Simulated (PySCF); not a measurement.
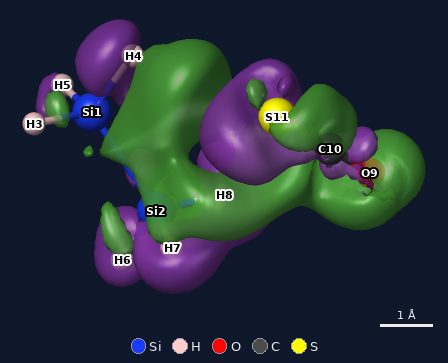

Figure. CH₆OSSi₂, SMILES `[SiH3][SiH3].O=C=S`. Density of the complex less the densities of the two fragments at the same geometry, ±0.0003 e/Å³ (purple: gain, green: loss). Fragment A: Si2H6 (atoms 1–8); fragment B: CSO.

Method: CAM-B3LYP/def2-SVP; geometry: GFN2-xTB; program: PySCF. GFN2-xTB bond lengths at metals and heavier atoms can be off by up to 0.1 Å and shapes distorted, which carries into these values.

The calculation's input:

```python
import numpy as np
from pyscf import gto, scf, dft
from pyscf.scf import atom_ks, atom_hf
from scipy.linalg import block_diag
from pyscf.dispersion import dftd3

def solve(mol, dm0=None, hcore=None):
    mf = (dft.UKS if mol.spin else dft.RKS)(mol, xc='camb3lyp')
    mf.grids.level = 3
    mf = mf.density_fit(auxbasis='def2-universal-jkfit')
    mf.conv_tol, mf.max_cycle = 1e-8, 80
    if hcore is not None:
        mf.get_hcore = lambda *args: hcore
    mf.kernel(dm0)
    if not mf.converged:
        mf = mf.newton().run(mf.mo_coeff, mf.mo_occ, max_cycle=30)
    assert mf.converged, 'SCF not converged'
    return mf

mol = gto.M(atom='''
Si    -2.39172     0.73588    -0.32990
Si    -1.36044    -1.21528     0.33784
H     -3.13920     1.37557     0.75568
H     -1.43796     1.73487    -0.82116
H     -3.34878     0.51198    -1.41699
H     -2.29596    -2.33178     0.48795
H     -0.66915    -1.08191     1.62441
H     -0.34147    -1.65643    -0.62198
O      2.80873    -1.12738    -0.59784
C      2.33160    -0.16115    -0.18547
S      1.70646     1.13408     0.36103
''', basis='def2-svp', charge=0, spin=0, verbose=4)
mol_a = gto.M(atom='''
Si    -2.39172     0.73588    -0.32990
Si    -1.36044    -1.21528     0.33784
H     -3.13920     1.37557     0.75568
H     -1.43796     1.73487    -0.82116
H     -3.34878     0.51198    -1.41699
H     -2.29596    -2.33178     0.48795
H     -0.66915    -1.08191     1.62441
H     -0.34147    -1.65643    -0.62198
ghost-O      2.80873    -1.12738    -0.59784
ghost-C      2.33160    -0.16115    -0.18547
ghost-S      1.70646     1.13408     0.36103
''', basis='def2-svp', charge=0, spin=0, verbose=4)
mol_b = gto.M(atom='''
ghost-Si    -2.39172     0.73588    -0.32990
ghost-Si    -1.36044    -1.21528     0.33784
ghost-H     -3.13920     1.37557     0.75568
ghost-H     -1.43796     1.73487    -0.82116
ghost-H     -3.34878     0.51198    -1.41699
ghost-H     -2.29596    -2.33178     0.48795
ghost-H     -0.66915    -1.08191     1.62441
ghost-H     -0.34147    -1.65643    -0.62198
O      2.80873    -1.12738    -0.59784
C      2.33160    -0.16115    -0.18547
S      1.70646     1.13408     0.36103
''', basis='def2-svp', charge=0, spin=0, verbose=4)
ab, a, b = solve(mol), solve(mol_a), solve(mol_b)
e_int = ab.e_tot - a.e_tot - b.e_tot
print('counterpoise-corrected interaction energy / kcal/mol', e_int * 627.5095)
def disp(atoms, charge):
    m = gto.M(atom=atoms, charge=charge, basis='sto-3g', spin=None, unit='Bohr', verbose=0)
    return dftd3.DFTD3Dispersion(m, xc='camb3lyp', version='d3bj').get_dispersion()['energy']
e_disp = disp(mol._atom, mol.charge) - disp(mol._atom[:8], mol_a.charge) - disp(mol._atom[8:], mol_b.charge)
print('D3(BJ) part / kcal/mol', e_disp * 627.5095)
# spherically averaged free atoms, for the promolecule
atm = atom_ks.get_atm_nrks(mol, xc='camb3lyp')
pro = block_diag(*[(atm[a[0]][2] * atm[a[0]][3]) @ atm[a[0]][2].T for a in mol._atom])
np.savez('result.npz', e_int=e_int, e_disp=e_disp, dm_a=a.make_rdm1(), dm_b=b.make_rdm1(), c=ab.mo_coeff, occ=ab.mo_occ, eps=ab.mo_energy, pro=pro, d=[f.dip_moment(verbose=0) for f in (ab, a, b)])
```

Command:

```sh
OMP_NUM_THREADS=1 python input.py
```

The run took 95 s on 1 thread of Intel(R) Xeon(R) Processor @ 2.50GHz (Skylake/Cascade Lake), on a shared host, peak memory 0.6 GiB.

Partitions, critical points and surface values were worked out afterwards from this run's density.

### Which way does charge flow?

Hirshfeld charges show almost no net transfer (under 0.005 e). 0.02 e is displaced in all, which induces a dipole of 0.06 D.

### What is the interaction energy, and which contacts carry it?

The counterpoise-corrected interaction energy of the frozen fragments is +0.4 kcal/mol without dispersion correction and −1.7 kcal/mol with D3(BJ). The pair geometry is semi-empirical, not a minimum at this level. Contacts: H7···S11, 3.49 Å, ρ = 0.005 a.u.; H4···S11, 3.41 Å, ρ = 0.004 a.u. The pose is a local one from a semi-empirical search, not shown to be the most stable.
